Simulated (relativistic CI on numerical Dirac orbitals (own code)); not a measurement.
# Ru²⁺: 4d valence photoemission multiplets

Aim: the 4d valence photoemission spectrum of Ru²⁺ in 4 surroundings, from the same atomic integrals.

Program: relativistic CI on numerical Dirac orbitals (own code) version 1. Level of theory: Dirac-Coulomb-Breit CI, KLI orbitals optimised for each configuration, model QED (radiative potential, 1s self-energy scaled to tabulated hydrogen-like ionisation energies), valence Slater integrals scaled by 0.9, multiplet model of photoemission in the sudden approximation. These are calculated values, not measurements, unless marked.

## Step 1: The system

| Quantity | Value |
| --- | --- |
| ion | Ru²⁺ (Ru III) |
| nuclear charge | 44 |
| electrons | 42 |
| configurations | [Kr] 4d6 → [Kr] 4d5 |
| temperature | 80 K |
| widths | Lorentz 0.3 eV, Gauss 0.5 eV |
| surrounding 1 | free ion |
| surrounding 2 | Td, 10Dq = -2100 cm⁻¹ |
| surrounding 3 | Td, 10Dq = -5800 cm⁻¹ |
| surrounding 4 | Td, 10Dq = -9450 cm⁻¹ |

## Step 2: Surrounding 1: free ion

The run's settings:

```ini
atom Ru  Z=44  charge=2  electrons=42
nucleus A=102  rms_radius_fm=4.4809
hamiltonian dirac-coulomb  breit=on  qed=on  c_scale=1
orbitals kli  potential=per-configuration
slater_scale 0.9
correlation none
mixing on
configurations
  [Kr] 4d6
  [Kr] 4d5
end
photoemission 4d valence T=80 lorentz=0.3 gauss=0.5
crystal_field free
```

The program writes no log. Results of the run, from its result record (rounded, main fields):

```text
{
  "status": "converged",
  "curve, one point in 2 above 2 % of the maximum [energy, intensity] [eV; 1/eV]": [
    [25.7, 0.01182],
    [25.9, 0.01848],
    [26.1, 0.03484],
    [26.3, 0.07849],
    [26.5, 0.1639],
    [26.7, 0.2371],
    [26.9, 0.2095],
    [27.1, 0.1183],
    [27.3, 0.05387],
    [27.5, 0.02781],
    [27.7, 0.01877],
    [27.9, 0.01555],
    [28.1, 0.01482],
    [28.3, 0.01572],
    [28.5, 0.01829],
    [28.7, 0.02332],
    [28.9, 0.03324],
    [29.1, 0.056],
    [29.3, 0.1157],
    [29.5, 0.2483],
    [29.7, 0.4188],
    [29.9, 0.4955],
    [30.1, 0.4538],
    [30.3, 0.3736],
    [30.5, 0.2809],
    [30.7, 0.1794],
    [30.9, 0.1011],
    [31.1, 0.06916],
    [31.3, 0.08263],
    [31.5, 0.1412],
    [31.7, 0.207],
    [31.9, 0.2037],
    [32.1, 0.1368],
    [32.3, 0.07525],
    [32.5, 0.04183],
    [32.7, 0.02491],
    [32.9, 0.01567],
    [33.1, 0.01069]
  ],
  "sticks, the strongest [energy, strength] [eV, share]": [
    [26.75, 0.2056],
    [29.76, 0.002177],
    [29.79, 0.01253],
    [29.8, 0.3056],
    [30.15, 0.1159],
    [30.2, 0.0448],
    [30.49, 0.1134],
    [30.63, 0.006548],
    [31.76, 0.02687],
    [31.77, 0.1242],
    [31.84, 0.005151],
    [31.92, 0.01171],
    [32.07, 0.01638],
    [32.43, 0.006278]
  ],
  "centroid [eV]": 29.7082,
  "spread [eV]": 1.66968,
  "peak [eV]": 29.9,
  "ground_S": 1.99077,
  "radial 4d5 [Ha, bohr]": {"<r^-3>(4d)": 6.6715, "<r^1>(4d)": 1.4388, "<r^2>(4d)": 2.4288, "<r^4>(4d)": 10.264, "F2(4d,4d)": 0.31826, "F4(4d,4d)": 0.20906, "zeta(4d)": 0.0051918}
}
```

Run time: 0.19 s. Hardware: 1 thread, shared host.

## Step 3: Surrounding 2: Td, 10Dq = -2100

Settings: those of step 2 with these lines changed.

```diff
@@ -12,2 +12,2 @@
 photoemission 4d valence T=80 lorentz=0.3 gauss=0.5
-crystal_field free
+crystal_field Td 10Dq=-2100
```

Result record:

```text
{
  "status": "converged",
  "curve, one point in 3 above 2 % of the maximum [energy, intensity] [eV; 1/eV]": [
    [25.7, 0.01001],
    [26, 0.01874],
    [26.3, 0.05267],
    [26.6, 0.1655],
    [26.9, 0.235],
    [27.2, 0.1155],
    [27.5, 0.03704],
    [27.8, 0.01919],
    [28.1, 0.01591],
    [28.4, 0.01753],
    [28.7, 0.02418],
    [29, 0.04389],
    [29.3, 0.1225],
    [29.6, 0.3583],
    [29.9, 0.4993],
    [30.2, 0.3675],
    [30.5, 0.291],
    [30.8, 0.1755],
    [31.1, 0.0788],
    [31.4, 0.07645],
    [31.7, 0.1571],
    [32, 0.1815],
    [32.3, 0.09471],
    [32.6, 0.03835],
    [32.9, 0.01801]
  ],
  "sticks, the strongest [energy, strength] [eV, share]": [
    [26.84, 0.07946],
    [26.85, 0.1099],
    [29.76, 0.05785],
    [29.78, 0.05271],
    [29.86, 0.07179],
    [29.88, 0.03336],
    [29.89, 0.04578],
    [30.57, 0.03703]
  ],
  "centroid [eV]": 29.7269,
  "spread [eV]": 1.63928,
  "peak [eV]": 29.9,
  "ground_S": 1.99082
}
```

Run time: 0.19 s. Hardware: 1 thread, shared host.

## Step 4: Surrounding 3: Td, 10Dq = -5800

Settings: those of step 3 with these lines changed.

```diff
@@ -12,2 +12,2 @@
 photoemission 4d valence T=80 lorentz=0.3 gauss=0.5
-crystal_field Td 10Dq=-2100
+crystal_field Td 10Dq=-5800
```

Result record:

```text
{
  "status": "converged",
  "curve, one point in 3 above 2 % of the maximum [energy, intensity] [eV; 1/eV]": [
    [25.9, 0.009562],
    [26.2, 0.01711],
    [26.5, 0.04481],
    [26.8, 0.1457],
    [27.1, 0.2378],
    [27.4, 0.133],
    [27.7, 0.04346],
    [28, 0.02236],
    [28.3, 0.01972],
    [28.6, 0.02453],
    [28.9, 0.04287],
    [29.2, 0.1175],
    [29.5, 0.3096],
    [29.8, 0.4378],
    [30.1, 0.3967],
    [30.4, 0.2813],
    [30.7, 0.2455],
    [31, 0.1643],
    [31.3, 0.07513],
    [31.6, 0.05562],
    [31.9, 0.09632],
    [32.2, 0.1315],
    [32.5, 0.09784],
    [32.8, 0.04671],
    [33.1, 0.01944],
    [33.4, 0.009998]
  ],
  "sticks, the strongest [energy, strength] [eV, share]": [
    [27.08, 0.102],
    [27.09, 0.09678],
    [29.63, 0.04461],
    [29.64, 0.0874],
    [29.65, 0.07511],
    [29.99, 0.04592],
    [30.12, 0.06162],
    [30.82, 0.04214]
  ],
  "centroid [eV]": 29.7722,
  "spread [eV]": 1.57299,
  "peak [eV]": 29.9,
  "ground_S": 1.98885
}
```

Wall time 0.19 s (1 thread, shared host).

## Step 5: Surrounding 4: Td, 10Dq = -9450

Settings: those of step 4 with these lines changed.

```diff
@@ -12,2 +12,2 @@
 photoemission 4d valence T=80 lorentz=0.3 gauss=0.5
-crystal_field Td 10Dq=-5800
+crystal_field Td 10Dq=-9450
```

Result record:

```text
{
  "status": "converged",
  "curve, one point in 4 above 2 % of the maximum [energy, intensity] [eV; 1/eV]": [
    [26, 0.007826],
    [26.4, 0.01502],
    [26.8, 0.05133],
    [27.2, 0.2054],
    [27.6, 0.1659],
    [28, 0.04229],
    [28.4, 0.02735],
    [28.8, 0.05019],
    [29.2, 0.2011],
    [29.6, 0.3476],
    [30, 0.3424],
    [30.4, 0.2883],
    [30.8, 0.1939],
    [31.2, 0.1504],
    [31.6, 0.05777],
    [32, 0.05987],
    [32.4, 0.09782],
    [32.8, 0.07002],
    [33.2, 0.03551],
    [33.6, 0.01314]
  ],
  "sticks, the strongest [energy, strength] [eV, share]": [
    [27.35, 0.0843],
    [27.36, 0.09152],
    [29.46, 0.05419],
    [29.47, 0.06848],
    [29.49, 0.04989],
    [30.03, 0.09707],
    [30.38, 0.06734],
    [31.11, 0.0454]
  ],
  "centroid [eV]": 29.8158,
  "spread [eV]": 1.52931,
  "peak [eV]": 29.6,
  "ground_S": 1.98297
}
```

Run time: 0.19 s. Hardware: 1 thread, shared host.

## Step 6: The spectra side by side

| surrounding | ground S | centroid (eV) | spread (eV) | up to four highest peaks (% of the highest), eV |
| --- | --- | --- | --- | --- |
| 1: free | 1.99 | 29.71 | 1.67 | 26.8 (48), 29.9 (100), 31.8 (44) |
| 2: Td | 1.99 | 29.73 | 1.64 | 26.8 (47), 29.9 (100), 31.9 (38) |
| 3: Td | 1.99 | 29.77 | 1.57 | 27.1 (54), 29.9 (100), 32.2 (30) |
| 4: Td | 1.98 | 29.82 | 1.53 | 27.4 (68), 29.6 (100), 30.1 (99), 32.4 (28) |

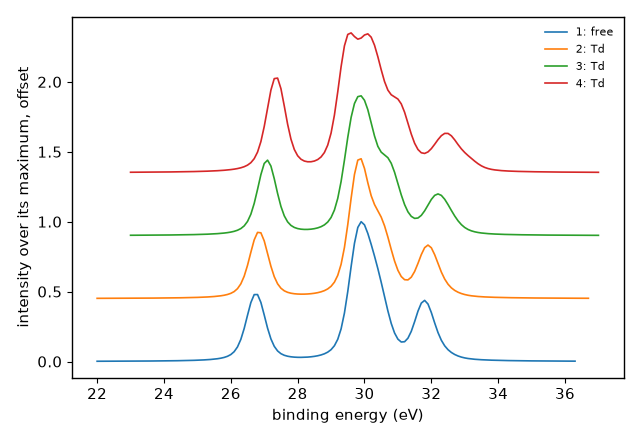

The spectra, each scaled to its maximum and offset.

## Step 7: Outcome

| quantity | value |
| --- | --- |
| highest peak, first run | 29.9 eV |
| ground spin (effective S from ⟨S²⟩) | 1.99 |

**Reading.** The position of the maximum differs by up to 0.3 eV between the surroundings, by shifts of peaks or by peaks exchanging rank. Energies are those of the free ion without screening by ligands; binding energies in solids differ by tens of eV.
